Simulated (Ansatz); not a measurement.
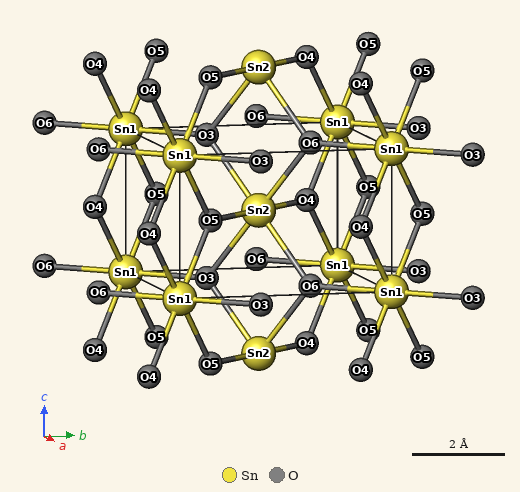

Crystalline SnO₂ (built on the rutile type), before the relaxation. The picture is a ball-and-stick view of the cell of the calculation, seen slightly off an axis.

Computed with DFT, PBE, plane waves, PAW in Ansatz.

Input
```yaml
crystal:
  lattice:
    - [4.77877408, 0.0, 0.0]
    - [0.0, 4.77877408, 0.0]
    - [0.0, 0.0, 3.1539908928]
  atoms:
    - { symbol: Sn, position: [0.0, 0.0, 0.0] }
    - { symbol: Sn, position: [0.5, 0.5, 0.5] }
    - { symbol: O, position: [0.305, 0.305, 0.0] }
    - { symbol: O, position: [0.195, 0.805, 0.5] }
    - { symbol: O, position: [0.805, 0.195, 0.5] }
    - { symbol: O, position: [0.695, 0.695, 0.0] }
kpoints:
  mp_grid: { grid: [6, 6, 8] }
hamiltonian:
  xc: pbe
scf:
  occupations: { method: fermi_dirac, width: 0.02 }
relax:
  f_tol: 0.005
  cell: {}
```

Run as
```bash
ansatz run input.yaml --threads 2 --pin off --max-ram 20275MiB --backend cpu --events-out ev --progress --plain --runs-dir out
```

Question: Predict the outcome.

Answer: The largest moves relative to the cell, 0.011 Å, are those of O3, O4, O5 and O6. O3 goes along [1 1 0]. Sn stays in place. Cell: a = b 4.779 → 4.827 Å (+1.0 %), c 3.154 → 3.238 Å (+2.7 %). Volume +4.8 %. Among the contacts that change: Sn1–O3 2.061 → 2.093 Å. The space group stays P4_2/mnm (No. 136). After 4 accepted moves (6 points after the start) the energy has fallen by 19.2 meV per atom. Largest force component: 0.0034 eV/Å at the start, 0.00065 eV/Å at the end. The pressure goes from 9.81 to 0.01 GPa. At 2 points the geometry stayed and the basis and grid were re-selected for the new cell (energy shift of 3.5 meV per atom at most each time).

History of the run:

```csv
step,"E − E(0), meV/atom","largest force component, eV/Å","pressure, GPa","volume, Å³/atom",note
0,0.00,0.0034,9.81,12.004,
1,-14.58,0.1367,0.29,12.523,
2,-15.55,0.0209,-0.24,12.566,
3,-15.67,0.0006,-0.01,12.551,
4,-19.17,0.0013,0.40,12.551,"same geometry, new basis"
5,-19.08,0.0007,0.00,12.577,
6,-19.22,0.0007,0.01,12.577,"same geometry, new basis"
```

Final geometry:

```
CELL_PARAMETERS angstrom
4.82742 0.00000 0.00000
0.00000 4.82742 0.00000
0.00000 0.00000 3.23811
ATOMIC_POSITIONS crystal
Sn 0.00000 0.00000 0.00000
Sn 0.50000 0.50000 0.50000
O 0.30659 0.30659 0.00000
O 0.19341 0.80659 0.50000
O 0.80659 0.19341 0.50000
O 0.69341 0.69341 0.00000
```

The end point in the same view:

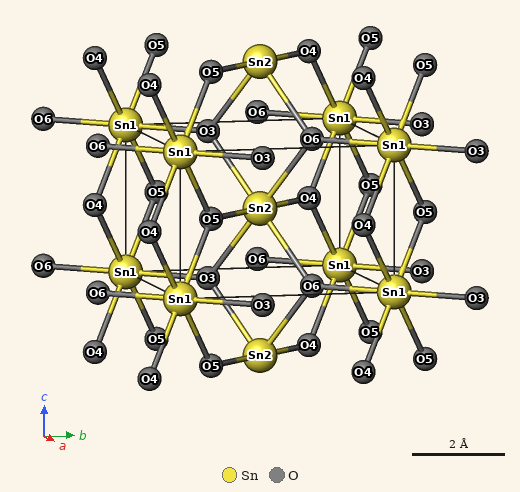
